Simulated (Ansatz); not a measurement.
V (Im-3m): the Drude term of Re ε in the infrared

Re ε of V (Im-3m) at low photon energies is read from one computed spectrum; the carriers' damping was typed as γ = 0.05 eV.

The structure is cubic, space group Im-3m (No. 229). The conventional cell has a = 3.029 Å, b = 3.029 Å, c = 3.029 Å, α = 90.00°, β = 90.00°, γ = 90.00°. Around V on site a lie 8 V at 2.62 Å.

Method: Ansatz 0.2.0, r2SCAN, independent particles, k-mesh 18×18×18 with interpolation inside its cells, Gaussian parameter 0.1 eV.

Launch of the response step: `ansatz run input.yaml --threads 4 --pin off --max-ram 8192MiB --backend cpu --events-out ev --progress --plain --runs-dir out`. The run took 12 s, on 4 threads of Intel(R) Xeon(R) Processor @ 2.70GHz (shared host).

```
photon energy E (eV)  wavelength (µm)    Re ε
                0.25             4.96       ?
                0.30             4.13  -634.3
                0.35             3.54  -462.4
                0.40             3.10  -349.5
                0.50             2.48  -215.6
                0.60             2.07  -142.5
                0.70             1.77   -98.3
```

A Drude term over a constant background gives Re ε = ε_b − ωp²/(E² + γ²), linear in 1/(E² + γ²).

Working, on the rows shown:

| x = 1/(E² + γ²) (eV⁻²) | y = Re ε |
| --- | --- |
| 10.8108 | -634.3 |
| 8 | -462.4 |
| 6.15385 | -349.5 |
| 3.9604 | -215.6 |
| 2.75862 | -142.5 |
| 2.03046 | -98.3 |

Means: x̄ = 5.619, ȳ = -317.1. Σ(x − x̄)(y − ȳ) = -3463, Σ(x − x̄)² = 56.72. Slope = -3463 / 56.72 = -61.06; intercept = ȳ − slope · x̄ = 25.97. The line misses the rows shown by at most 0.3.

Task: What does the fit predict for the withheld row, and how well does it do?

Result: At x = 15.385 the line gives y = -913.34. The run gave -913.2, so the extrapolation is off by 0.14, 0.0 % of the range in the table.

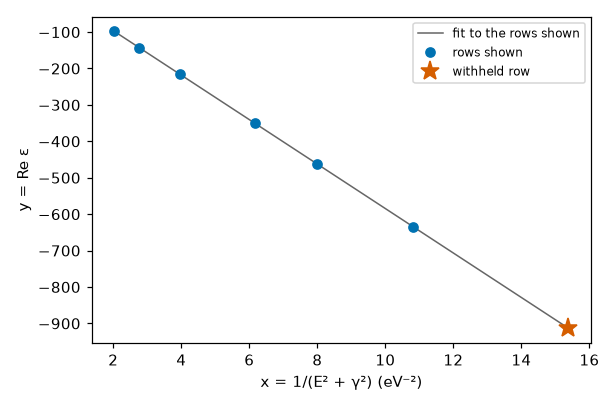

Refitted with all rows, the slope is -61.05 and the intercept 25.931. These give ωp = √(−slope) = 7.81 eV, against 7.77 eV from the program's Fermi-surface sum, and an intercept of 25.9. Taking the program's Drude term off the rows leaves 15 at the lowest energy and 24 at the highest, so the background isn't constant: interband transitions lie in or near the window, and neither fitted number can be trusted. The values come from a sum over the points of one k-mesh and carry its error, which is largest for Fermi-surface quantities.

[Logs are printed without paths, hosts, clocks, repeated set-up lines and the standing remarks that a program may print on its own settings, such as how far it seeks lower states.]
